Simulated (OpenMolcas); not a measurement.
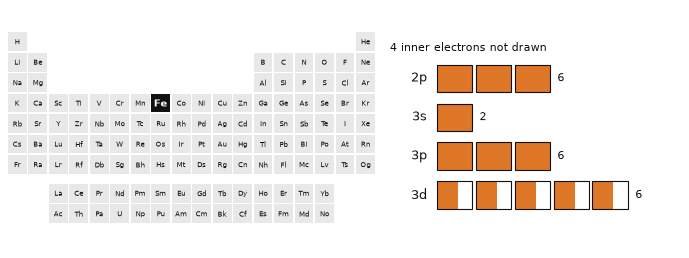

**Figure 1.** Left, the place of iron in the periodic table; right, the outer shells of the leading configuration of the lowest level: a box for each of the 2l + 1 orbitals, shaded by the share of the shell that is filled, with the electron count at the right.

**Fe²⁺ complex: multiconfigurational calculation (part 1 of 2)**

Fe²⁺ with 4 ligands (Br; tetrahedron, 2.55 Å), neutralised by 4 outer point charges of +0.5 e, whose field is part of the energies. Computed at this level: state-averaged CASSCF, active space 6 electrons in the shell 3d, basis ANO-RCC-VDZP on the metal and ANO-RCC-VDZP on the ligands, DKH2 scalar Hamiltonian, spin-orbit coupling by RASSI with atomic mean-field integrals (OpenMolcas).

Input:
```
&GATEWAY
Coord
5

Fe 0.0 0.0 0.0
Br 1.472243 1.472243 1.472243
Br 1.472243 -1.472243 -1.472243
Br -1.472243 1.472243 -1.472243
Br -1.472243 -1.472243 1.472243
Basis=Fe.ANO-RCC-VDZP,Br.ANO-RCC-VDZP
Group=NoSym
NoMove
AngMom=0.0 0.0 0.0
AMFI
RICD
XField
4 Angstrom 0
3.319764 3.319764 3.319764 0.500000
3.319764 -3.319764 -3.319764 0.500000
-3.319764 3.319764 -3.319764 0.500000
-3.319764 -3.319764 3.319764 0.500000
&SEWARD
&RASSCF
FileOrb=start.orb
Symmetry=1
Spin=5
nActEl=6 0 0
Inactive=81
Ras2=5
CIRoot=5 5 1
SDav=5
CIMx=300
Iter=150 100
PrWF=0.3
OrbListing=Nothing
MaxOrb=1
LevShft=1.0
>>> COPY $Project.JobIph JOB001
&RASSCF
FileOrb=start.orb
Symmetry=1
Spin=3
nActEl=6 0 0
Inactive=81
Ras2=5
CIRoot=45 45 1
SDav=45
CIMx=300
Iter=150 100
PrWF=0.3
OrbListing=Nothing
MaxOrb=0
LevShft=1.0
>>> COPY $Project.JobIph JOB002
&RASSCF
FileOrb=start.orb
Symmetry=1
Spin=1
nActEl=6 0 0
Inactive=81
Ras2=5
CIRoot=50 50 1
SDav=50
CIMx=300
Iter=150 100
PrWF=0.3
OrbListing=Nothing
MaxOrb=0
LevShft=1.0
>>> COPY $Project.JobIph JOB003
&RASSI
NrOfJobIphs=3 5 45 50
1 2 3 4 5
1 2 3 4 5 6 7 8 9 10 11 12 13 14 15 16 17 18 19 20 21 22 23 24 25 26 27
28 29 30 31 32 33 34 35 36 37 38 39 40 41 42 43 44 45
1 2 3 4 5 6 7 8 9 10 11 12 13 14 15 16 17 18 19 20 21 22 23 24 25 26 27
28 29 30 31 32 33 34 35 36 37 38 39 40 41 42 43 44 45 46 47 48 49 50
IphNames
JOB001
JOB002
JOB003
EJob
SpinOrbit
DIPRint=1.0
SOCoupling=1000.0
Subsets=2
Property=9
'ANGMOM' 1 'ANGMOM' 2 'ANGMOM' 3 'MLTPL  1' 1 'MLTPL  1' 2 'MLTPL  1' 3
'AMFI' 1 'AMFI' 2 'AMFI' 3
SOProperty=3
'ANGMOM' 1 'ANGMOM' 2 'ANGMOM' 3
```

The file start.orb holds starting orbitals from an earlier step. A driver script formed the levels outside the program, from RASSI's spin-orbit matrix and the active-space energies, averaged over the components of each term or state.

Hardware: 1 thread of Intel Xeon (Granite Rapids), 64 GiB of memory available, shared host.

Launched with:
```bash
OMP_NUM_THREADS=1 MOLCAS_MEM=3686 MOLCAS_PROJECT=a pymolcas a.inp > a.log  # once for each step of the input, in one work folder
```

Output (extracts):
```
--- SEWARD ---
Basis set label: FE.ANO-RCC...5S4P2D1F.

      Electronic valence basis set:
      ------------------
      Associated Effective Charge  26.000000 au
      Associated Actual Charge     26.000000 au
      Nuclear Model: Point charge

      Shell  nPrim  nBasis  Cartesian Spherical Contaminant
         s      21       5        X
         p      15       4        X
         d      10       2                 X
         f       6       1                 X
                  Relativistic Douglas-Kroll-Hess integrals:
                    - DKH order of Hamiltonian: 2
                    - DKH order of Properties : 0
                  Atomic mean-field integrals
--- RASSCF ---
Wave function specifications:
      -----------------------------

      Number of closed shell electrons         162
      Number of electrons in active shells       6
      Max number of holes in RAS1 space          0
      Max nr of electrons in RAS3 space          0
      Number of inactive orbitals               81
      Number of active orbitals                  5
      Number of secondary orbitals              56
      Spin quantum number                      2.0
      State symmetry                             1
Orbital specifications:
      -----------------------

      Symmetry species                           1
                                                 a
      Frozen orbitals                            0
      Inactive orbitals                         81
      Active orbitals                            5
      RAS1 orbitals                              0
      RAS2 orbitals                              5
      RAS3 orbitals                              0
      Secondary orbitals                        56
      Deleted orbitals                           0
      Number of basis functions                142
      Number of CSFs                             5
      Number of root(s) required                 5
      Iter CI   SX   CI       RASSCF       Energy    max ROT     max BLB   max BLB  Level Ln srch  Step   QN
          iter iter root      energy       change     param      element    value   shift minimum  type update
 Nr of preliminary CI iterations:   1
      Total energies have been shifted. Add               -11000.00 au
        1   1   16    0  -689.07173609    0.00E+00  -3.81E-02   83  92 1  1.26E-01*  1.14   0.00    SX    NO
        2   1   16    0  -689.26318809   -1.91E-01* -1.38E-02    7 104 1  6.82E-02*  0.94   0.00    SX    NO
        3   1   15    0  -689.31097096   -4.78E-02* -7.26E-03   22  87 1  1.99E-02*  0.90   0.00    SX    NO
        4   1   14    0  -689.32264274   -1.17E-02*  3.83E-03   22  87 1  1.18E-02*  0.87   0.00    SX    NO
        5   1   14    0  -689.32602832   -3.39E-03*  4.46E-03   22  87 1  7.58E-03*  0.87   2.25    LS   YES
        6   1   14    0  -689.32753988   -1.51E-03*  1.40E-03    9 106 1 -8.88E-03*  0.86   1.07    QN   YES
        7   1   13    0  -689.32783785   -2.98E-04*  1.16E-03   16 108 1  1.63E-03*  0.85   1.84    LS   YES
        8   1   13    0  -689.32791561   -7.78E-05* -9.99E-04    9 106 1  6.47E-03*  0.85   1.01    QN   YES
        9   1   11    0  -689.32798093   -6.53E-05* -3.42E-04   13 107 1 -1.04E-03*  0.86   1.13    QN   YES
       10   1   10    0  -689.32799275   -1.18E-05* -2.05E-04   13 107 1 -4.10E-04*  0.85   1.60    LS   YES
       11   1   11    0  -689.32799449   -1.74E-06* -1.08E-04    4 105 1  3.14E-04*  0.85   0.94    QN   YES
       12   1    9    0  -689.32799634   -1.85E-06* -6.72E-05   52  88 1  1.48E-04*  0.85   1.62    LS   YES
       13   1    9    0  -689.32799653   -1.86E-07*  4.65E-05    8 105 1 -1.09E-04*  0.85   0.79    QN   YES
       14   1    8    0  -689.32799675   -2.28E-07*  6.97E-05   13 107 1  5.51E-05   0.85   2.50    LS   YES
       15   1    8    0  -689.32799678   -2.64E-08*  3.06E-05    8 105 1  9.69E-05   0.85   0.56    LS   YES
       16   1    8    0  -689.32799682   -3.80E-08* -1.53E-05    8 105 1  4.26E-05   0.85   0.96    QN   YES
       17   1    7    0  -689.32799683   -1.56E-08* -2.29E-05    7  88 1  1.09E-05   0.85   2.50    LS   YES
       18   1    7    0  -689.32799682    1.45E-08* -1.27E-05    7 104 1 -3.89E-05   0.85   0.21    LS   YES
       19   1    7    0  -689.32799684   -1.77E-08* -4.49E-06   85  94 1  1.33E-05   0.85   1.03    QN   YES
       20   1    6    0  -689.32799683    6.87E-09  -1.95E-06   31 119 1 -3.19E-06   0.85   0.04    QN   YES
      Convergence after 20 iterations
       21   1    6    0  -689.32799683   -5.00E-10  -1.95E-06   82  90 1  1.79E-06   0.85   0.04    QN   YES
      Natural orbitals and occupation numbers for root  1
      sym 1:   2.000000   1.000000   1.000000   1.000000   1.000000
      Natural orbitals and occupation numbers for root  2
      sym 1:   1.000000   1.000000   2.000000   1.000000   1.000000
      Natural orbitals and occupation numbers for root  3
      sym 1:   2.000000   1.000000   1.000000   1.000000   1.000000
::    RASSCF root number  1 Total energy: -11689.33263090
::    RASSCF root number  2 Total energy: -11689.33263090
::    RASSCF root number  3 Total energy: -11689.32490745
::    RASSCF root number  4 Total energy: -11689.32490745
::    RASSCF root number  5 Total energy: -11689.32490745
--- RASSCF ---
Wave function specifications:
      -----------------------------

      Number of closed shell electrons         162
      Number of electrons in active shells       6
      Max number of holes in RAS1 space          0
      Max nr of electrons in RAS3 space          0
      Number of inactive orbitals               81
      Number of active orbitals                  5
      Number of secondary orbitals              56
      Spin quantum number                      1.0
      State symmetry                             1
Orbital specifications:
      -----------------------

      Symmetry species                           1
                                                 a
      Frozen orbitals                            0
      Inactive orbitals                         81
      Active orbitals                            5
      RAS1 orbitals                              0
      RAS2 orbitals                              5
      RAS3 orbitals                              0
      Secondary orbitals                        56
      Deleted orbitals                           0
      Number of basis functions                142
      Number of CSFs                            45
      Number of root(s) required                45
      Iter CI   SX   CI       RASSCF       Energy    max ROT     max BLB   max BLB  Level Ln srch  Step   QN
          iter iter root      energy       change     param      element    value   shift minimum  type update
 Nr of preliminary CI iterations:   1
      Total energies have been shifted. Add               -11000.00 au
        1   1   10    0  -689.17810116    0.00E+00  -6.71E-03   85  94 1 -1.88E-02*  0.88   0.00    SX    NO
        2   1    9    0  -689.17918352   -1.08E-03* -3.90E-03   65 104 1 -1.28E-02*  0.90   0.00    SX    NO
        3   1    8    0  -689.17945547   -2.72E-04*  2.08E-03   85  94 1 -3.03E-03*  0.89   0.00    SX    NO
        4   1    8    0  -689.17954061   -8.51E-05*  1.44E-03   65 104 1 -1.84E-03*  0.89   0.00    SX    NO
        5   1    7    0  -689.17957002   -2.94E-05*  1.86E-03   71  83 1  7.15E-04*  0.89   2.31    LS   YES
        6   1    8    0  -689.17958379   -1.38E-05*  4.05E-04   65 104 1  2.08E-03*  0.89   1.01    QN   YES
        7   1    7    0  -689.17958720   -3.41E-06* -9.77E-05   85  94 1  3.51E-04*  0.89   0.87    QN   YES
        8   1    6    0  -689.17958737   -1.71E-07* -1.46E-04   70  87 1 -1.06E-04*  0.89   2.50    LS   YES
        9   1    7    0  -689.17958712    2.46E-07* -8.38E-05   65 104 1  3.95E-04*  0.89   0.18    LS   YES
       10   1    6    0  -689.17958741   -2.87E-07*  4.64E-05   65 104 1  1.83E-04*  0.89   1.03    QN   YES
       11   1    6    0  -689.17958737    3.96E-08*  2.73E-05   70  87 1 -5.33E-05   0.89   0.16    LS   YES
       12   1    6    0  -689.17958730    6.80E-08*  2.06E-05   65 104 1  1.21E-04*  0.89  -0.07    LS   YES
       13   1    6    0  -689.17958734   -3.86E-08*  4.23E-05   70  87 1 -5.93E-05   0.89   1.17    QN   YES
       14   1    5    0  -689.17958735   -6.90E-09  -8.85E-06   65 104 1 -2.06E-05   0.89   0.51    QN   YES
      Convergence after 14 iterations
       15   1    5    0  -689.17958734    9.86E-09  -8.85E-06   65 104 1 -1.05E-05   0.89   0.51    QN   YES
      Natural orbitals and occupation numbers for root  1
      sym 1:   0.999854   1.010731   0.539316   1.774900   1.675198
      Natural orbitals and occupation numbers for root  2
      sym 1:   0.538097   1.003420   1.005635   1.740029   1.712820
      Natural orbitals and occupation numbers for root  3
      sym 1:   1.007026   0.540141   1.003954   1.664270   1.784609
::    RASSCF root number  1 Total energy: -11689.23770202
::    RASSCF root number  2 Total energy: -11689.23770202
::    RASSCF root number  3 Total energy: -11689.23770202
::    RASSCF root number  4 Total energy: -11689.23442026
::    RASSCF root number  5 Total energy: -11689.23442026
::    RASSCF root number  6 Total energy: -11689.23038625
::    RASSCF root number  7 Total energy: -11689.23038625
::    RASSCF root number  8 Total energy: -11689.23038625
::    RASSCF root number  9 Total energy: -11689.22945378
::    RASSCF root number 10 Total energy: -11689.22945378
::    RASSCF root number 11 Total energy: -11689.22945378
::    RASSCF root number 12 Total energy: -11689.22156324
::    RASSCF root number 13 Total energy: -11689.22156324
::    RASSCF root number 14 Total energy: -11689.22156324
::    RASSCF root number 15 Total energy: -11689.21970252
::    RASSCF root number 16 Total energy: -11689.21693349
::    RASSCF root number 17 Total energy: -11689.21693349
::    RASSCF root number 18 Total energy: -11689.21693349
::    RASSCF root number 19 Total energy: -11689.21031888
::    RASSCF root number 20 Total energy: -11689.21031888
::    RASSCF root number 21 Total energy: -11689.21031888
::    RASSCF root number 22 Total energy: -11689.21019900
::    RASSCF root number 23 Total energy: -11689.20667075
::    RASSCF root number 24 Total energy: -11689.20667075
::    RASSCF root number 25 Total energy: -11689.20638897
::    RASSCF root number 26 Total energy: -11689.20638897
::    RASSCF root number 27 Total energy: -11689.20638897
::    RASSCF root number 28 Total energy: -11689.20041392
::    RASSCF root number 29 Total energy: -11689.20041392
::    RASSCF root number 30 Total energy: -11689.20041392
--- RASSCF ---
Wave function specifications:
      -----------------------------

      Number of closed shell electrons         162
      Number of electrons in active shells       6
      Max number of holes in RAS1 space          0
      Max nr of electrons in RAS3 space          0
      Number of inactive orbitals               81
      Number of active orbitals                  5
      Number of secondary orbitals              56
      Spin quantum number                      0.0
      State symmetry                             1
Orbital specifications:
      -----------------------

      Symmetry species                           1
                                                 a
      Frozen orbitals                            0
      Inactive orbitals                         81
      Active orbitals                            5
      RAS1 orbitals                              0
      RAS2 orbitals                              5
      RAS3 orbitals                              0
      Secondary orbitals                        56
      Deleted orbitals                           0
      Number of basis functions                142
      Number of CSFs                            50
      Number of root(s) required                50
      Iter CI   SX   CI       RASSCF       Energy    max ROT     max BLB   max BLB  Level Ln srch  Step   QN
          iter iter root      energy       change     param      element    value   shift minimum  type update
 Nr of preliminary CI iterations:   1
      Total energies have been shifted. Add               -11000.00 au
        1   1    9    0  -689.10618339    0.00E+00  -2.84E-03   83  92 1 -7.96E-03*  0.89   0.00    SX    NO
        2   1    8    0  -689.10648999   -3.07E-04* -2.27E-03   65 104 1 -6.14E-03*  0.90   0.00    SX    NO
        3   1    8    0  -689.10658218   -9.22E-05*  1.30E-03   85  93 1  1.49E-03*  0.89   0.00    SX    NO
        4   1    7    0  -689.10661563   -3.35E-05*  9.26E-04   65 104 1 -9.17E-04*  0.89   0.00    SX    NO
        5   1    7    0  -689.10662871   -1.31E-05*  1.38E-03   73  84 1  4.88E-04*  0.89   2.50    LS   YES
        6   1    7    0  -689.10663668   -7.97E-06*  3.01E-04   65 104 1  1.23E-03*  0.89   1.08    QN   YES
        7   1    7    0  -689.10663809   -1.41E-06* -5.77E-05   83  92 1  2.15E-04*  0.89   0.87    QN   YES
        8   1    6    0  -689.10663802    7.06E-08* -3.28E-05   70  87 1 -1.14E-04*  0.89   0.19    LS   YES
        9   1    7    0  -689.10663790    1.21E-07* -2.60E-05   83  92 1  1.44E-04*  0.89  -0.13    LS   YES
       10   1    6    0  -689.10663797   -7.19E-08*  7.47E-05   70  87 1 -1.16E-04*  0.89   1.45    QN   YES
       11   1    6    0  -689.10663803   -6.59E-08*  3.38E-05   70  87 1 -5.65E-05   0.89   1.22    QN   YES
       12   1    5    0  -689.10663803    5.77E-09  -1.27E-05   70  87 1 -2.59E-05   0.89   0.15    QN   YES
      Convergence after 12 iterations
       13   1    5    0  -689.10663802    6.88E-09  -1.27E-05   70  87 1 -1.44E-05   0.89   0.15    QN   YES
      Natural orbitals and occupation numbers for root  1
      sym 1:   1.732885   0.615359   1.047029   0.967792   1.636934
      Natural orbitals and occupation numbers for root  2
      sym 1:   1.732885   1.138095   0.706424   0.785662   1.636934
      Natural orbitals and occupation numbers for root  3
      sym 1:   1.914642   0.903326   0.536924   1.102453   1.542655
::    RASSCF root number  1 Total energy: -11689.18986982
::    RASSCF root number  2 Total energy: -11689.18986982
::    RASSCF root number  3 Total energy: -11689.18937094
::    RASSCF root number  4 Total energy: -11689.18937094
::    RASSCF root number  5 Total energy: -11689.18937094
::    RASSCF root number  6 Total energy: -11689.18592516
::    RASSCF root number  7 Total energy: -11689.18312301
::    RASSCF root number  8 Total energy: -11689.18312301
::    RASSCF root number  9 Total energy: -11689.18312301
::    RASSCF root number 10 Total energy: -11689.18249125
::    RASSCF root number 11 Total energy: -11689.18206322
::    RASSCF root number 12 Total energy: -11689.18206322
::    RASSCF root number 13 Total energy: -11689.18206322
::    RASSCF root number 14 Total energy: -11689.17789201
::    RASSCF root number 15 Total energy: -11689.17789201
::    RASSCF root number 16 Total energy: -11689.17789201
::    RASSCF root number 17 Total energy: -11689.17335725
::    RASSCF root number 18 Total energy: -11689.17335725
::    RASSCF root number 19 Total energy: -11689.16786385
::    RASSCF root number 20 Total energy: -11689.16786385
::    RASSCF root number 21 Total energy: -11689.16786385
::    RASSCF root number 22 Total energy: -11689.16509454
::    RASSCF root number 23 Total energy: -11689.14734415
::    RASSCF root number 24 Total energy: -11689.14343708
::    RASSCF root number 25 Total energy: -11689.14343708
::    RASSCF root number 26 Total energy: -11689.13356101
::    RASSCF root number 27 Total energy: -11689.13356101
::    RASSCF root number 28 Total energy: -11689.13356101
::    RASSCF root number 29 Total energy: -11689.10827326
::    RASSCF root number 30 Total energy: -11689.10827326
```

(Continued in part 2.) Outcome of the run: converged.
